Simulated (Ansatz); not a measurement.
One crystal and one scan (energy against volume) at two levels, PBE (plane waves to 420 eV, PAW, scalar-relativistic; Ansatz, an electronic-structure program) and PBEsol (plane waves to 420 eV, PAW, scalar-relativistic; Ansatz), each from its own relaxed cell and on its own mesh. The cell shown is that of PBE.

Ni (fcc, Cu type)

```xyz
1
Lattice="0.0000 1.7594 1.7594 1.7594 0.0000 1.7594 1.7594 1.7594 0.0000" Properties=species:S:1:pos:R:3 pbc="T T T"
Ni     0.0000     0.0000     0.0000
```

The volume is varied about the relaxed value V₀ at fixed cell shape. Symmetry pins the atoms to their sites.

Energies are smeared free energies. Ni was relaxed with its symmetry unable to fall. Relaxed Ni ends ferromagnetic. The PAW data are Ansatz's earlier set. Other magnetic orders were not checked, so this need not be the ground state. (PBE) Relaxed Ni ends ferromagnetic. (PBEsol) Relaxed Ni ends ferromagnetic. Percentages come from the unrounded values. Both scans cover V/V₀ from 0.840 to 1.160.

| quantity | PBE | PBEsol | PBE − PBEsol |
|---|---|---|---|
| Lattice constant a (Å) | 3.519 | 3.463 | +0.056 (+1.6 %) |
| Magnetic moment of the relaxed cell (μB/cell) | 0.63 | 0.61 | +0.02 (+2 %) |
| Pressure at the smallest volume (GPa) | 52.9 | 61.3 | -8.4 (-14 %) |
| Energy cost of the largest compression (meV/atom) | 243 | 268 | -25 (-10 %) |
| Energy cost of the largest expansion (meV/atom) | 128 | 142 | -14 (-10 %) |
| Bulk modulus B₀ (third-order Birch-Murnaghan fit) (GPa) | 197.3 | 229.6 | -32.3 (-14 %) |
| Pressure derivative B₀′ (fit) | 4.9 | 4.9 | 0.0 |
| Pressure for 5 % compression (fit) (GPa) | 11.5 | 13.4 | -1.9 (-14 %) |

PBE gives the higher value for: lattice constant a. PBE gives the lower value for: pressure at the smallest volume; energy cost of the largest compression; energy cost of the largest expansion; bulk modulus B₀; pressure for 5 % compression. They agree on: pressure derivative B₀′ (within 1.5 %). For the lattice constant a the reference is 3.508 Å (measured, corrected to the static lattice; as given in Daniel Mejia-Rodriguez, S. B. Trickey, Physical Review B (2018), arXiv:1807.09216): PBE lies nearer. For the bulk modulus B₀ the reference is 192.5 GPa (measured, corrected to the static lattice; as given in Daniel Mejia-Rodriguez, S. B. Trickey, Physical Review B (2018), arXiv:1807.09216): PBE lies nearer. 

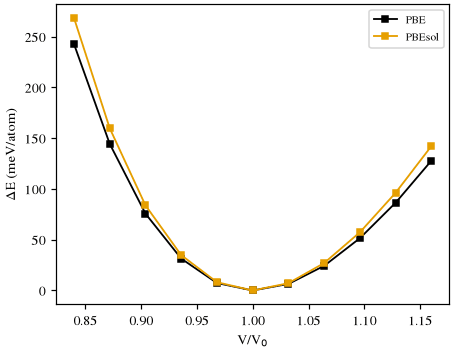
*ΔE, each from the relaxed starting cell of its own level.*

(Under strain, the slope of the energy per volume gives the stress and its curvature an elastic modulus.)
